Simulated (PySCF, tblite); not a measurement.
# C5H6F3N: a rotation path, then NMR shifts on frames, part 2 of 2

tblite 0.8.0 and PySCF 2.14.0. Atoms count from 0. Earlier steps stand in the parts before.

## Step 5: NMR shieldings: image 4, PBE0/pcSseg-1

What the job is given:

```
{"job": {"kind": "nmr", "xc": "PBE0", "basis": "pcSseg-1", "pop": false}, "charge": 0, "multiplicity": 1}
C     -0.715300    -1.235400    -0.472800
C     -0.060300    -0.015600     0.192700
C      1.464600    -0.182100     0.275400
C     -0.587000     0.115600     1.543600
N     -0.990400     0.197400     2.607600
C     -0.414700     1.279100    -0.590700
F     -1.175000     1.042500    -1.668500
F      0.671000     1.921300    -1.043200
F     -1.089900     2.166300     0.151600
H     -0.493300    -2.131200     0.102500
H     -0.325900    -1.356800    -1.481400
H     -1.795700    -1.116800    -0.526000
H      1.921000     0.683500     0.751700
H      1.704900    -1.067500     0.859000
H      1.881800    -0.292400    -0.723500
```

Level: GIAO PBE0/pcSseg-1 NMR shielding, non-relativistic, gas phase.

Output:

```text
coarse grid: 13472 points
cycle   1  E = -547.5342178468  dE =  1.349e+00  |g| = 9.973e-01  |ddm| = 3.403e+00
cycle   2  E = -547.1786200262  dE =  3.556e-01  |g| = 1.746e+00  |ddm| = 1.719e+00
cycle   3  E = -547.7010589401  dE = -5.224e-01  |g| = 2.831e-01  |ddm| = 1.242e+00
cycle   4  E = -547.7165539670  dE = -1.550e-02  |g| = 9.157e-02  |ddm| = 2.272e-01
cycle   5  E = -547.7181742298  dE = -1.620e-03  |g| = 2.213e-02  |ddm| = 7.431e-02
cycle   6  E = -547.7182753239  dE = -1.011e-04  |g| = 3.550e-03  |ddm| = 1.812e-02
cycle   7  E = -547.7182780194  dE = -2.696e-06  |g| = 7.894e-04  |ddm| = 4.008e-03
final grid: 134080 points
cycle   8  E = -547.7906928722  dE = -5.839e-05  |g| = 8.076e-03  |ddm| = 3.418e-02
cycle   9  E = -547.7906864126  dE =  6.460e-06  |g| = 1.016e-02  |ddm| = 1.370e-02
cycle  10  E = -547.7907076516  dE = -2.124e-05  |g| = 1.392e-03  |ddm| = 7.416e-03
cycle  11  E = -547.7907079204  dE = -2.689e-07  |g| = 6.582e-04  |ddm| = 1.281e-03
cycle  12  E = -547.7907080024  dE = -8.194e-08  |g| = 2.086e-04  |ddm| = 5.162e-04
cycle  13  E = -547.7907080106  dE = -8.172e-09  |g| = 4.351e-05  |ddm| = 1.418e-04
cycle  14  E = -547.7907080109  dE = -3.847e-10  |g| = 7.645e-06  |ddm| = 4.024e-05
converged SCF energy = -547.7907080109

GIAO shielding tensors (ppm)
atom      isotropic    diamagn.    paramagn.     s11        s22        s33       span
  0 C      160.829     245.097     -84.267    148.008    152.347    182.132     34.124
  1 C      146.494     249.190    -102.696    134.516    139.075    165.891     31.375
  2 C      160.728     245.130     -84.402    147.964    152.258    181.962     33.998
  3 C       63.330     261.625    -198.295    -55.457    -52.501    297.948    353.406
  4 N      -39.576     340.204    -379.780   -205.318   -189.694    276.284    481.601
  5 C       52.428     238.833    -186.404     48.312     52.797     56.175      7.863
  6 F      250.486     472.793    -222.307    179.107    248.336    324.014    144.907
  7 F      250.178     472.831    -222.653    179.165    247.986    323.382    144.217
  8 F      236.902     471.562    -234.660    171.722    218.614    320.371    148.649
  9 H       30.245      29.395       0.850     26.203     28.163     36.368     10.165
 10 H       30.257      29.725       0.533     26.565     27.999     36.208      9.642
 11 H       29.750      29.206       0.544     25.767     27.854     35.630      9.864
 12 H       29.746      29.223       0.523     25.778     27.856     35.604      9.826
 13 H       30.253      29.411       0.842     26.211     28.172     36.375     10.164
 14 H       30.242      29.726       0.516     26.547     27.995     36.185      9.638
```

Wall time 20 s (1 thread of Arm Neoverse V2, shared host); peak memory 0.9 GiB.

Key values: δ C5 134.5, C3 123.6, C1 40.4, C2 26.2, H12 1.97, H11 1.97 ppm.

## Step 6: Shielding tensors: image 6, PBE0/pcSseg-1

What the job is given:

```
{"job": {"kind": "nmr", "xc": "PBE0", "basis": "pcSseg-1", "pop": false}, "charge": 0, "multiplicity": 1}
C     -0.654400    -1.250100    -0.532800
C     -0.072900    -0.028100     0.191200
C      1.451300    -0.136500     0.346300
C     -0.678200     0.077600     1.510500
N     -1.138800     0.149600     2.551800
C     -0.417200     1.263800    -0.584800
F     -1.565700     1.171900    -1.267000
F      0.524500     1.581300    -1.485000
F     -0.539300     2.325600     0.222000
H     -0.431500    -2.151700     0.032900
H     -0.213800    -1.333800    -1.523900
H     -1.734400    -1.163300    -0.632700
H      1.850300     0.745800     0.843300
H      1.697600    -1.014300     0.938600
H      1.918100    -0.229800    -0.632400
```

With the program's defaults for keys left out, this is: GIAO PBE0/pcSseg-1 NMR shielding, non-relativistic, gas phase.

Output:

```text
coarse grid: 13472 points
cycle   1  E = -547.5409175869  dE =  1.350e+00  |g| = 9.920e-01  |ddm| = 3.395e+00
cycle   2  E = -547.1916772087  dE =  3.492e-01  |g| = 1.732e+00  |ddm| = 1.712e+00
cycle   3  E = -547.7053765263  dE = -5.137e-01  |g| = 2.831e-01  |ddm| = 1.243e+00
cycle   4  E = -547.7208972227  dE = -1.552e-02  |g| = 9.066e-02  |ddm| = 2.262e-01
cycle   5  E = -547.7224842638  dE = -1.587e-03  |g| = 2.192e-02  |ddm| = 7.377e-02
cycle   6  E = -547.7225833730  dE = -9.911e-05  |g| = 3.537e-03  |ddm| = 1.815e-02
cycle   7  E = -547.7225860670  dE = -2.694e-06  |g| = 7.581e-04  |ddm| = 3.967e-03
final grid: 134080 points
cycle   8  E = -547.7950920054  dE = -5.775e-05  |g| = 7.986e-03  |ddm| = 3.387e-02
cycle   9  E = -547.7950853701  dE =  6.635e-06  |g| = 1.013e-02  |ddm| = 1.375e-02
cycle  10  E = -547.7951063919  dE = -2.102e-05  |g| = 1.467e-03  |ddm| = 7.485e-03
cycle  11  E = -547.7951067023  dE = -3.103e-07  |g| = 6.668e-04  |ddm| = 1.333e-03
cycle  12  E = -547.7951067875  dE = -8.520e-08  |g| = 2.020e-04  |ddm| = 5.179e-04
cycle  13  E = -547.7951067950  dE = -7.548e-09  |g| = 4.362e-05  |ddm| = 1.409e-04
cycle  14  E = -547.7951067954  dE = -3.797e-10  |g| = 7.531e-06  |ddm| = 3.947e-05
converged SCF energy = -547.7951067954

GIAO shielding tensors (ppm)
atom      isotropic    diamagn.    paramagn.     s11        s22        s33       span
  0 C      162.520     245.163     -82.643    148.183    154.265    185.112     36.929
  1 C      147.287     248.816    -101.529    137.256    141.535    163.071     25.815
  2 C      162.115     245.299     -83.184    148.149    153.465    184.731     36.581
  3 C       63.238     261.538    -198.300    -56.206    -50.950    296.871    353.077
  4 N      -39.076     340.170    -379.246   -210.015   -189.807    282.595    492.610
  5 C       51.988     240.307    -188.319     47.659     53.903     54.402      6.743
  6 F      255.320     472.950    -217.629    175.140    260.511    330.310    155.171
  7 F      260.466     473.319    -212.853    184.065    266.440    330.892    146.828
  8 F      248.749     472.031    -223.282    171.358    244.206    330.681    159.323
  9 H       30.265      29.360       0.905     26.248     28.128     36.418     10.170
 10 H       30.398      29.586       0.812     26.556     28.098     36.541      9.985
 11 H       29.691      29.211       0.480     25.292     28.267     35.515     10.223
 12 H       29.857      29.078       0.779     25.766     27.884     35.921     10.155
 13 H       30.243      29.425       0.818     26.262     28.071     36.396     10.134
 14 H       30.134      29.742       0.392     26.010     28.411     35.982      9.973
```

Run time: 20 s. Hardware: 1 thread of Arm Neoverse V2, shared host; peak memory 0.9 GiB.

Key values: δ C5 134.9, C3 123.7, C1 39.6, C2 24.8, H11 2.03, H12 1.86 ppm.

## Step 7: NMR shieldings: image 8, PBE0/pcSseg-1

What the job is given:

```
{"job": {"kind": "nmr", "xc": "PBE0", "basis": "pcSseg-1", "pop": false}, "charge": 0, "multiplicity": 1}
C     -0.595400    -1.248500    -0.581700
C     -0.080700    -0.031000     0.197600
C      1.436400    -0.093600     0.418900
C     -0.754200     0.041500     1.483700
N     -1.271700     0.076800     2.499800
C     -0.420500     1.246300    -0.586800
F     -1.734400     1.380400    -0.805100
F      0.168800     1.251600    -1.792200
F     -0.014200     2.357300     0.040000
H     -0.376200    -2.157500    -0.026900
H     -0.104900    -1.297700    -1.551700
H     -1.671300    -1.181900    -0.732600
H      1.780800     0.779900     0.969300
H      1.686400    -0.986000     0.987200
H      1.946800    -0.129600    -0.541300
```

With the program's defaults for keys left out, this is: GIAO PBE0/pcSseg-1 NMR shielding, non-relativistic, gas phase.

Output:

```text
coarse grid: 13472 points
cycle   1  E = -547.5482264729  dE =  1.352e+00  |g| = 9.861e-01  |ddm| = 3.396e+00
cycle   2  E = -547.2071113529  dE =  3.411e-01  |g| = 1.715e+00  |ddm| = 1.692e+00
cycle   3  E = -547.7101327369  dE = -5.030e-01  |g| = 2.828e-01  |ddm| = 1.235e+00
cycle   4  E = -547.7256483340  dE = -1.552e-02  |g| = 8.967e-02  |ddm| = 2.256e-01
cycle   5  E = -547.7271991784  dE = -1.551e-03  |g| = 2.171e-02  |ddm| = 7.320e-02
cycle   6  E = -547.7272962051  dE = -9.703e-05  |g| = 3.523e-03  |ddm| = 1.809e-02
cycle   7  E = -547.7272988908  dE = -2.686e-06  |g| = 7.276e-04  |ddm| = 3.936e-03
final grid: 134080 points
cycle   8  E = -547.7996940362  dE = -5.707e-05  |g| = 8.117e-03  |ddm| = 3.535e-02
cycle   9  E = -547.7996873500  dE =  6.686e-06  |g| = 1.027e-02  |ddm| = 1.415e-02
cycle  10  E = -547.7997089151  dE = -2.157e-05  |g| = 1.387e-03  |ddm| = 7.539e-03
cycle  11  E = -547.7997091824  dE = -2.672e-07  |g| = 6.646e-04  |ddm| = 1.300e-03
cycle  12  E = -547.7997092664  dE = -8.401e-08  |g| = 2.064e-04  |ddm| = 5.157e-04
cycle  13  E = -547.7997092744  dE = -7.999e-09  |g| = 4.230e-05  |ddm| = 1.435e-04
cycle  14  E = -547.7997092747  dE = -3.604e-10  |g| = 7.728e-06  |ddm| = 3.926e-05
converged SCF energy = -547.7997092747

GIAO shielding tensors (ppm)
atom      isotropic    diamagn.    paramagn.     s11        s22        s33       span
  0 C      163.514     245.362     -81.848    150.501    152.065    187.976     37.475
  1 C      148.213     248.790    -100.577    141.854    141.914    160.872     19.018
  2 C      163.492     245.376     -81.884    150.430    152.077    187.970     37.540
  3 C       63.208     261.317    -198.109    -56.451    -49.856    295.930    352.381
  4 N      -38.548     340.146    -378.694   -214.103   -189.956    288.416    502.519
  5 C       51.354     241.753    -190.399     46.825     52.081     55.156      8.330
  6 F      260.708     472.765    -212.057    176.849    266.022    339.254    162.406
  7 F      268.736     473.731    -204.995    187.809    276.377    342.023    154.214
  8 F      260.680     472.774    -212.093    176.757    265.995    339.288    162.531
  9 H       30.256      29.426       0.830     26.299     28.050     36.419     10.120
 10 H       30.254      29.630       0.624     26.007     28.544     36.211     10.204
 11 H       29.771      29.112       0.659     25.313     28.246     35.755     10.442
 12 H       29.772      29.124       0.648     25.320     28.245     35.751     10.432
 13 H       30.258      29.436       0.822     26.302     28.055     36.418     10.117
 14 H       30.255      29.636       0.619     26.007     28.545     36.212     10.205
```

It took 20 s on 1 thread of Arm Neoverse V2, shared host; peak memory 0.9 GiB.

Key values: δ C5 135.6, C3 123.7, C1 38.7, C2 23.4, H11 1.95, H12 1.95 ppm.

## Step 8: Side by side: NMR shifts

Shifts (ppm) of some atoms, chosen among heavy atoms and hydrogens apart, with basis size and wall time:

| frame | C0 | C2 | H14 | H10 | F7 | F8 | F6 | functions | time |
| --- | --- | --- | --- | --- | --- | --- | --- | --- | --- |
| image 0 | 23.3 | 23.3 | 1.46 | 1.46 | -89.7 | -89.8 | -97.9 | 183 | 20 s |
| image 2 | 24.8 | 24.7 | 1.33 | 1.57 | -83.7 | -77.7 | -89.5 | 183 | 20 s |
| image 4 | 26.1 | 26.2 | 1.47 | 1.46 | -79.2 | -66.0 | -79.5 | 183 | 20 s |
| image 6 | 24.4 | 24.8 | 1.58 | 1.32 | -89.5 | -77.8 | -84.4 | 183 | 20 s |
| image 8 | 23.4 | 23.4 | 1.46 | 1.46 | -97.8 | -89.7 | -89.8 | 183 | 20 s |

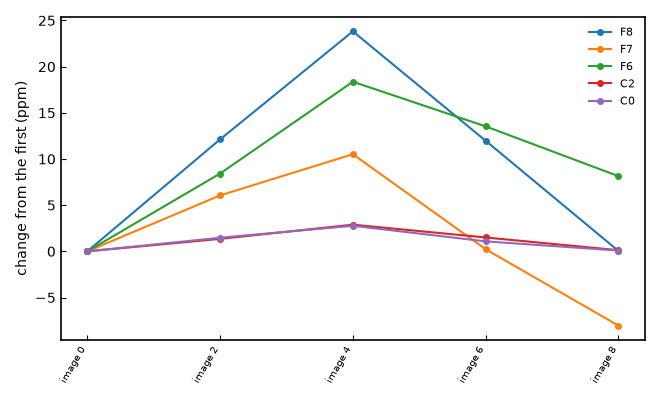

How five of the tabulated atoms move from run to run.

## Step 9: What came out

This closing draws on all 2 parts.

| quantity | value |
| --- | --- |
| barrier | 0.158 eV (3.7 kcal/mol) at image 4 |
| end to end (GFN2-xTB) | 0.000 eV |
| ¹³C shifts against TMS (PBE0/pcSseg-1, image 0) | 135.6, 123.7, 38.7, 23.3, 23.3 ppm |
| ¹H shifts against TMS (PBE0/pcSseg-1, image 0) | 1.94, 1.94, 1.46, 1.46, 1.46, 1.45 ppm |
| ¹⁵N shifts against NH3 (PBE0/pcSseg-1, image 0) | 306.3 ppm |
| ¹⁹F shifts against CFCl3 (PBE0/pcSseg-1, image 0) | -89.7, -89.8, -97.9 ppm |
| range of the shift of F8 | -89.8 to -66.0 ppm |

What this shows: Along the band the dihedral turns by 121°, and the top (dihedral 0°) lies 3.7 kcal/mol above the start (GFN2-xTB, rough), so at room temperature this motion is fast. The top was not checked by a frequency run. Shifts at one fixed geometry are not the observed spectrum, which averages over the motion. In the first frame run (image 0): The widest tensor belongs to N4: span 503 ppm, with a paramagnetic part of -379 ppm. In ppm, F8 moves most: its shift spreads over 23.8 ppm, from -89.8 (image 0) to -66.0 (image 4).
